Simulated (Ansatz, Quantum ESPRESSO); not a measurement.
# Ni (fcc): bulk modulus from a few volumes

How stiff is fcc Ni under hydrostatic load? Each row scales the relaxed cell evenly and relaxes the atoms. The phase is followed to these pressures whether or not it stays the stable one.

Calculated with Ansatz 0.2.0, PBEsol, PAW files of the set soft_1, cutoff 600 eV, Fermi–Dirac smearing 0.05 eV, k-mesh 21×21×21, ferromagnetic start, no spin-orbit coupling.

Reference cell, relaxed at zero pressure with PBEsol (Fm-3m): a = 2.4485 Å, b = 2.4485 Å, c = 2.4485 Å, α = 60.00°, β = 60.00°, γ = 60.00°.

```csv
atom,x,y,z
Ni,0.0000,0.0000,0.0000
```

| V (Å³/atom) | V/V0 | P (GPa) | E − E0 (meV/atom) |
| --- | --- | --- | --- |
| 9.7569 | 0.9400 | 16.566 | 30.3 |
| 9.9645 | 0.9600 | 10.382 | 12.9 |
| 10.5873 | 1.0200 | −4.325 | 2.9 |
| 10.7949 | 1.0400 | −8.163 | 11.0 |
| 11.0025 | 1.0600 | −11.566 | 23.8 |

V0 = 10.3797 Å³ an atom, where the residual pressure P0 is +0.006 GPa. **Question.** Fit the Birch–Murnaghan law and give the pressure and the energy at V = 10.1721 Å³ an atom, a row left out above.

With the Eulerian strain f = ½[(V0/V)^(2/3) − 1] and F = (P − P0)/[3f(1 + 2f)^(5/2)], the third-order law is the line F = B0 + (3/2) B0 (B′ − 4) f.

```csv
f,F (GPa)
0.02106,236.46
0.01379,234.23
−0.00656,227.54
−0.01290,225.27
−0.01905,223.12
```

A straight line through the 5 rows: the means are −0.000732 for f and 229.32 for F, Σ(Δx)² = 0.001203 and ΣΔxΔy = 0.4001, so the slope is 0.4001/0.001203 = 332.51 and the intercept 229.32 − (332.51)(−0.000732) = 229.57.

Hence B0 = 229.6 GPa and B′ = 4 + (332.5)/(1.5 × 229.6) = 4.97. For the withheld volume f = 0.00678, F = 231.82 GPa and P = 4.88 GPa. The run itself gives 4.89 GPa, so the estimate misses by 0.01 GPa, a rounding's worth.

Integrating the same law gives E − E0 = (9/2) B0 V0 f²[1 + (B′ − 4) f] + P0(V0 − V), with 1 GPa Å³ = 6.2415 meV: 3.1 meV an atom. The run itself gives 3.1 meV, so the estimate misses by 0.0 meV, a rounding's worth.

The same fit over all rows at other levels or in other programs gives B0 = 229 GPa with PBEsol (Quantum ESPRESSO, GBRV).

Measured volume: 10.941 Å³ an atom (doi:10.1007/BF01174717, 293 K), so V0 is −5.1 % off. A stiffness follows the volume as d ln B/d ln V = −B′, which moves B0 by about −23 % when it is taken at the measured volume.

The calculation is for a static lattice, while measurements hold thermal and zero-point motion.

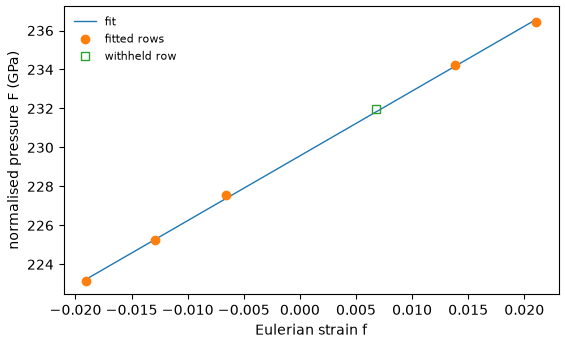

The fitted law, the rows behind it and the withheld row.

[Logs are printed without paths, hosts, clocks, repeated set-up lines and the standing remarks that a program may print on its own settings, such as how far it seeks lower states.]
